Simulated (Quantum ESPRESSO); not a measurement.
**Nickel: magnetocrystalline anisotropy**

Aim: the energy of Nickel with its moments along several crystal axes.

Program: Quantum ESPRESSO 7.5. Level of theory: PBEsol; plane waves with PseudoDojo 0.4.1 SR PBEsol standard potentials, then spin–orbit coupling on the fully relativistic files of the same set. Results are calculated unless marked as measured.

**1. The structure**

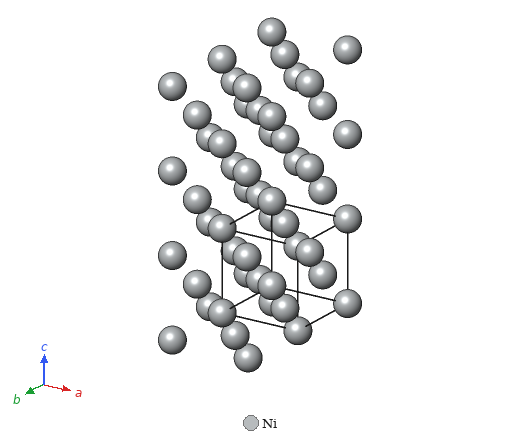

Start, viewed from a free direction; nickel light grey. 1×2×3 cells are drawn. This picture shows the conventional cell, with its axes. Some periodic images of atoms are drawn too.

The cell comes from the Crystallography Open Database.

**2. Collinear run on scalar-relativistic files**

Input file pw.in:

```
&CONTROL
  calculation = 'scf'
  prefix = 'pwscf'
  outdir = './tmp'
  pseudo_dir = './pseudo'
  disk_io = 'low'
/
&SYSTEM
  ibrav = 0
  celldm(1) = 8
  nat = 1
  ntyp = 1
  ecutwfc = 83
  nbnd = 15
  occupations = 'smearing'
  smearing = 'fd'
  degauss = 0.00734986
  nspin = 2
  starting_magnetization(1) = 0.0556
/
&ELECTRONS
  conv_thr = 2d-11
  electron_maxstep = 150
  mixing_beta = 0.3
/
ATOMIC_SPECIES
Ni     58.6934 Ni.upf
CELL_PARAMETERS alat
   0.0000000000000    0.4161968249241    0.4161968249241
   0.4161968249241    0.0000000000000    0.4161968249241
   0.4161968249241    0.4161968249241    0.0000000000000
ATOMIC_POSITIONS crystal
Ni      0.0000000000    0.0000000000    0.0000000000
K_POINTS automatic
14 14 14 0 0 0
```

Command:

```bash
OMP_NUM_THREADS=1 mpirun -n 4 pw.x -nk 4 -in pw.in > pw.out
```

Numbers of over 12 decimals in the logs are rounded to 6 here.

Output:

```text
Program PWSCF v.7.5 starts

     Message from routine setup:
     using ibrav=0 with symmetry is DISCOURAGED, use correct ibrav instead

     K-points division:     npool     =       4
     Subspace diagonalization in iterative solution of the eigenvalue problem:

     G-vector sticks info
     --------------------
     sticks:   dense  smooth     PW     G-vecs:    dense   smooth      PW
     Sum         511     511    163                 7631     7631    1411

     Using Slab Decomposition

     bravais-lattice index     =            0
     lattice parameter (alat)  =       8.0000  a.u.
     unit-cell volume          =      73.8238 (a.u.)^3
     number of atoms/cell      =            1
     number of atomic types    =            1
     number of electrons       =        18.00
     number of Kohn-Sham states=           15
     kinetic-energy cutoff     =      83.0000  Ry
     charge density cutoff     =     332.0000  Ry
     scf convergence threshold =      2.0E-11
     mixing beta               =       0.3000
     number of iterations used =            8  plain     mixing
     Exchange-correlation= PBESOL
                           (   1   4  10   8   0   0   0)

     celldm(1)=   8.000000  celldm(2)=   0.000000  celldm(3)=   0.000000
     celldm(4)=   0.000000  celldm(5)=   0.000000  celldm(6)=   0.000000

     crystal axes: (cart. coord. in units of alat)
               a(1) = (   0.000000   0.416197   0.416197 )
               a(2) = (   0.416197   0.000000   0.416197 )
               a(3) = (   0.416197   0.416197   0.000000 )

     reciprocal axes: (cart. coord. in units 2 pi/alat)
               b(1) = ( -1.201355  1.201355  1.201355 )
               b(2) = (  1.201355 -1.201355  1.201355 )
               b(3) = (  1.201355  1.201355 -1.201355 )

     PseudoPot. # 1 for Ni read from file:
     Ni.upf
     Pseudo is Norm-conserving + core correction, Zval = 18.0
     Generated using ONCVPSP code by D. R. Hamann
     Using radial grid of 1356 points,  6 beta functions with:
                l(1) =   0
                l(2) =   0
                l(3) =   1
                l(4) =   1
                l(5) =   2
                l(6) =   2

     atomic species   valence    mass     pseudopotential
     Ni               18.00    58.69340     Ni( 1.00)

     Starting magnetic structure
     atomic species   magnetization
     Ni              0.056

     48 Sym. Ops., with inversion, found

   Cartesian axes

     site n.     atom                  positions (alat units)
         1        Ni     tau(   1) = (   0.0000000   0.0000000   0.0000000  )

     number of k points=   104  Fermi-Dirac smearing, width (Ry)=  0.0073

     Number of k-points >= 100: set verbosity='high' to print them.

     Dense  grid:     7631 G-vectors     FFT dimensions: (  27,  27,  27)

     Generating pointlists ...
     new r_m :   0.2428 (alat units)  1.9424 (a.u.) for type    1

     Initial potential from superposition of free atoms

     starting charge      17.9998, renormalised to      18.0000
     Starting wfcs are   10 randomized atomic wfcs +    5 random wfcs

     Self-consistent Calculation

     iteration #  1     ecut=    83.00 Ry     beta= 0.30
     Davidson diagonalization with overlap
     ethr =  1.00E-02,  avg # of iterations =  3.8

     Threshold (ethr) on eigenvalues was too large:
     Diagonalizing with lowered threshold

     Davidson diagonalization with overlap
     ethr =  3.50E-05,  avg # of iterations =  2.7

     total energy              =    -335.29789863 Ry
     estimated scf accuracy    <       0.00625076 Ry

     total magnetization       =     0.69 Bohr mag/cell
     absolute magnetization    =     0.73 Bohr mag/cell

     iteration #  2     ecut=    83.00 Ry     beta= 0.30
     Davidson diagonalization with overlap
     ethr =  3.47E-05,  avg # of iterations =  1.0

     total energy              =    -335.29881583 Ry
     estimated scf accuracy    <       0.00291975 Ry

     total magnetization       =     0.68 Bohr mag/cell
     absolute magnetization    =     0.73 Bohr mag/cell

     iteration #  3     ecut=    83.00 Ry     beta= 0.30
     Davidson diagonalization with overlap
     ethr =  1.62E-05,  avg # of iterations =  1.0

     total energy              =    -335.29913150 Ry
     estimated scf accuracy    <       0.00041999 Ry

     total magnetization       =     0.65 Bohr mag/cell
     absolute magnetization    =     0.73 Bohr mag/cell

     [... further iterations left out ...]

     iteration # 10     ecut=    83.00 Ry     beta= 0.30
     Davidson diagonalization with overlap
     ethr =  7.74E-11,  avg # of iterations =  2.0

     total energy              =    -335.29918354 Ry
     estimated scf accuracy    <          8.0E-09 Ry

     total magnetization       =     0.62 Bohr mag/cell
     absolute magnetization    =     0.71 Bohr mag/cell

     iteration # 11     ecut=    83.00 Ry     beta= 0.30
     Davidson diagonalization with overlap
     ethr =  4.45E-11,  avg # of iterations =  1.0

     total energy              =    -335.29918354 Ry
     estimated scf accuracy    <          9.2E-10 Ry

     total magnetization       =     0.62 Bohr mag/cell
     absolute magnetization    =     0.71 Bohr mag/cell

     iteration # 12     ecut=    83.00 Ry     beta= 0.30
     Davidson diagonalization with overlap
     ethr =  5.09E-12,  avg # of iterations =  2.0

     total energy              =    -335.29918354 Ry
     estimated scf accuracy    <          5.3E-11 Ry

     total magnetization       =     0.62 Bohr mag/cell
     absolute magnetization    =     0.71 Bohr mag/cell

     iteration # 13     ecut=    83.00 Ry     beta= 0.30
     Davidson diagonalization with overlap
     ethr =  2.92E-13,  avg # of iterations =  1.0

     Magnetic moment per site  (integrated on atomic sphere of radius R)
     atom   1 (R=0.243)  charge= 16.7020  magn=  0.6599

     End of self-consistent calculation

     Number of k-points >= 100: set verbosity='high' to print the bands.

     the Fermi energy is    18.2755 ev

!    total energy              =    -335.29918354 Ry
     estimated scf accuracy    <          2.0E-11 Ry
     smearing contrib. (-TS)   =      -0.00421180 Ry
     internal energy E=F+TS    =    -335.29497174 Ry

     The total energy is F=E-TS. E is the sum of the following terms:
     one-electron contribution =    -163.04322621 Ry
     hartree contribution      =      93.25515260 Ry
     xc contribution           =     -42.43105652 Ry
     ewald contribution        =    -223.07584162 Ry

     total magnetization       =     0.62 Bohr mag/cell
     absolute magnetization    =     0.71 Bohr mag/cell

     convergence has been achieved in  13 iterations

=------------------------------------------------------------------------------=
   JOB DONE.
=------------------------------------------------------------------------------=
```

Elapsed: 16 s, on 4 MPI ranks of Arm Neoverse V1, shared host; peak memory 0.23 GiB; 65 s of CPU time.

Spin moment in the atom's sphere by atom:

```tsv
atom	spin moment in the atom's sphere (μB)
Ni1	0.660
```

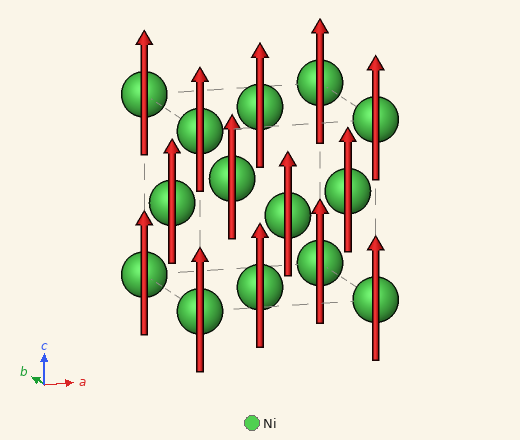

Spin moment in the atom's sphere as arrows, the longest 0.660 μB. Up and down stand for the sign. Arrows give size and sign along the axis of quantisation, drawn up and down the page. Some periodic images of atoms are drawn too.

This step gave:

| Property | Result |
| --- | --- |
| smearing term TS | 0.05730 eV |
| magnetization | 0.622 μB |
| absolute magnetization | 0.712 μB |
| final state | ferromagnetic |

**3. One pass along [001] on 8×8×8**

Each pass runs in a folder of its own that holds a copy of a collinear save from that input. The collinear spin density is turned to the axis, and its potential is diagonalised once with spin–orbit coupling on fully relativistic PseudoDojo files; the sums over occupied states, with the smearing term, are then compared.

Input file pass.in:

```
&CONTROL
  calculation = 'nscf'
  prefix = 'pwscf'
  outdir = './tmp'
  pseudo_dir = './pseudo_fr'
  disk_io = 'low'
/
&SYSTEM
  ibrav = 0
  celldm(1) = 8
  nat = 1
  ntyp = 1
  ecutwfc = 83
  nbnd = 30
  occupations = 'smearing'
  smearing = 'fd'
  degauss = 0.00734986
  noncolin = .true.
  lspinorb = .true.
  lforcet = .true.
  starting_magnetization(1) = 0.0556
  angle1(1) = 0
  angle2(1) = -180
/
&ELECTRONS
  conv_thr = 2d-11
  electron_maxstep = 150
  mixing_beta = 0.3
  startingpot = 'file'
  startingwfc = 'random'
  diago_thr_init = 1d-09
  diago_full_acc = .true.
/
ATOMIC_SPECIES
Ni     58.6934 Ni.upf
CELL_PARAMETERS alat
   0.0000000000000    0.4161968249241    0.4161968249241
   0.4161968249241    0.0000000000000    0.4161968249241
   0.4161968249241    0.4161968249241    0.0000000000000
ATOMIC_POSITIONS crystal
Ni      0.0000000000    0.0000000000    0.0000000000
K_POINTS automatic
8 8 8 0 0 0
```

Command:

```bash
OMP_NUM_THREADS=1 mpirun -n 4 pw.x -nk 4 -in pass.in > pass.out
```

Output:

```text
[banner, memory and clock lines left out]
Program PWSCF v.7.5 starts

     Fixed quantization axis for GGA:    -0.000000   -0.000000    1.000000
     Message from routine setup:
     using ibrav=0 with symmetry is DISCOURAGED, use correct ibrav instead

     bravais-lattice index     =            0
     lattice parameter (alat)  =       8.0000  a.u.
     unit-cell volume          =      73.8238 (a.u.)^3
     number of atoms/cell      =            1
     number of atomic types    =            1
     number of electrons       =        18.00
     number of Kohn-Sham states=           30
     kinetic-energy cutoff     =      83.0000  Ry
     charge density cutoff     =     332.0000  Ry
     Exchange-correlation= PBESOL
                           (   1   4  10   8   0   0   0)
     Noncollinear calculation with spin-orbit

     [... lines left out ...]
     PseudoPot. # 1 for Ni read from file:
     Ni.upf
     Pseudo is Norm-conserving + core correction, Zval = 18.0

     atomic species   valence    mass     pseudopotential
     Ni               18.00    58.69340     Ni( 1.00)

     16 Sym. Ops., with inversion, found

   Cartesian axes

     site n.     atom                  positions (alat units)
         1        Ni     tau(   1) = (   0.0000000   0.0000000   0.0000000  )

     number of k points=    59  Fermi-Dirac smearing, width (Ry)=  0.0073

     Dense  grid:     7631 G-vectors     FFT dimensions: (  27,  27,  27)

     Generating pointlists ...
     new r_m :   0.2428 (alat units)  1.9424 (a.u.) for type    1
     Message from routine read_rhog:
     some spin components not found

 -----------
Spin angles Theta, Phi (degree) =   0.0000********
 -----------

     The potential is recalculated from file :
     [... lines left out ...]
     Starting wfcs are random

     Band Structure Calculation
     Davidson diagonalization with overlap

     ethr =  1.00E-09,  avg # of iterations = 22.5

     End of band structure calculation

------
 eband, Ef (eV) =   -280.442922        18.291480
------
     [... lines left out ...]
     the Fermi energy is    18.2915 ev
     (compare with:    18.2755 eV, computed in scf)
```

Wall time 11 s (4 MPI ranks); peak memory 0.23 GiB.

**4. One pass along [111] on 8×8×8**

Edit pass.in of step 3 so:

```diff
@@ -21,4 +21,4 @@
   starting_magnetization(1) = 0.0556
-  angle1(1) = 0
-  angle2(1) = -180
+  angle1(1) = 54.7356
+  angle2(1) = 45
 /
```

Output:

```text
     [... lines left out ...]
Program PWSCF v.7.5 starts
     [... lines left out ...]
     number of atoms/cell      =            1
     [... lines left out ...]
     number of electrons       =        18.00
     number of Kohn-Sham states=           30
     kinetic-energy cutoff     =      83.0000  Ry
     charge density cutoff     =     332.0000  Ry
     [... lines left out ...]
     Noncollinear calculation with spin-orbit
     [... lines left out ...]
     12 Sym. Ops., with inversion, found
     [... lines left out ...]
     number of k points=    65  Fermi-Dirac smearing, width (Ry)=  0.0073
     [... lines left out ...]
Spin angles Theta, Phi (degree) =  54.7356 45.0000
     [... lines left out ...]
 eband, Ef (eV) =   -280.442925        18.291475
     [... lines left out ...]
     the Fermi energy is    18.2915 ev
     (compare with:    18.2755 eV, computed in scf)
```

Run time: 12 s. Hardware: 4 MPI ranks; peak memory 0.24 GiB.

**5. One pass along [110] on 8×8×8**

Edit pass.in of step 4 so:

```diff
@@ -21,3 +21,3 @@
   starting_magnetization(1) = 0.0556
-  angle1(1) = 54.7356
+  angle1(1) = 90
   angle2(1) = 45
```

Output:

```text
     [... lines left out ...]
Program PWSCF v.7.5 starts
     [... lines left out ...]
     number of atoms/cell      =            1
     [... lines left out ...]
     number of electrons       =        18.00
     number of Kohn-Sham states=           30
     kinetic-energy cutoff     =      83.0000  Ry
     charge density cutoff     =     332.0000  Ry
     [... lines left out ...]
     Noncollinear calculation with spin-orbit
     [... lines left out ...]
      8 Sym. Ops., with inversion, found
     [... lines left out ...]
     number of k points=    95  Fermi-Dirac smearing, width (Ry)=  0.0073
     [... lines left out ...]
Spin angles Theta, Phi (degree) =  90.0000 45.0000
     [... lines left out ...]
 eband, Ef (eV) =   -280.442925        18.291476
     [... lines left out ...]
     the Fermi energy is    18.2915 ev
     (compare with:    18.2755 eV, computed in scf)
```

It took 17 s on 4 MPI ranks; peak memory 0.27 GiB; 68 s of CPU time.

**6. One pass along [001] on 14×14×14**

Edit pass.in of step 5 so:

```diff
@@ -21,4 +21,4 @@
   starting_magnetization(1) = 0.0556
-  angle1(1) = 90
-  angle2(1) = 45
+  angle1(1) = 0
+  angle2(1) = -180
 /
@@ -42,2 +42,2 @@
 K_POINTS automatic
-8 8 8 0 0 0
+14 14 14 0 0 0
```

Output:

```text
     [... lines left out ...]
Program PWSCF v.7.5 starts
     [... lines left out ...]
     number of atoms/cell      =            1
     [... lines left out ...]
     number of electrons       =        18.00
     number of Kohn-Sham states=           30
     kinetic-energy cutoff     =      83.0000  Ry
     charge density cutoff     =     332.0000  Ry
     [... lines left out ...]
     Noncollinear calculation with spin-orbit
     [... lines left out ...]
     16 Sym. Ops., with inversion, found
     [... lines left out ...]
     number of k points=   244  Fermi-Dirac smearing, width (Ry)=  0.0073
     [... lines left out ...]
Spin angles Theta, Phi (degree) =   0.0000********
     [... lines left out ...]
     the Fermi energy is    18.3055 ev
     (compare with:    18.2755 eV, computed in scf)
```

Run time: 42 s. Hardware: 4 MPI ranks; peak memory 0.39 GiB.

**7. One pass along [111] on 14×14×14**

Edit pass.in of step 6 so:

```diff
@@ -21,4 +21,4 @@
   starting_magnetization(1) = 0.0556
-  angle1(1) = 0
-  angle2(1) = -180
+  angle1(1) = 54.7356
+  angle2(1) = 45
 /
```

Output:

```text
     [... lines left out ...]
Program PWSCF v.7.5 starts
     [... lines left out ...]
     number of atoms/cell      =            1
     [... lines left out ...]
     number of electrons       =        18.00
     number of Kohn-Sham states=           30
     kinetic-energy cutoff     =      83.0000  Ry
     charge density cutoff     =     332.0000  Ry
     [... lines left out ...]
     Noncollinear calculation with spin-orbit
     [... lines left out ...]
     12 Sym. Ops., with inversion, found
     [... lines left out ...]
     number of k points=   288  Fermi-Dirac smearing, width (Ry)=  0.0073
     [... lines left out ...]
Spin angles Theta, Phi (degree) =  54.7356 45.0000
     [... lines left out ...]
     the Fermi energy is    18.3055 ev
     (compare with:    18.2755 eV, computed in scf)
```

Wall time 50 s (4 MPI ranks); peak memory 0.44 GiB; 3.4 min of CPU time.

[end of part 1 of 2]

[Logs and program files are shortened in this print: banners, set-up blocks, solver, clock and traceback lines can be left out without a mark of their own.]

[Logs are printed without paths, hosts, clocks, repeated set-up lines and the standing remarks that a program may print on its own settings, such as how far it seeks lower states.]

[Hosts, paths, dates, database ids (printed as entryN), source tags and the programs' standing remarks are cut or masked in the printed files.]

[Where a cell is said to come from a database of computed structures, the database is the Materials Project.]
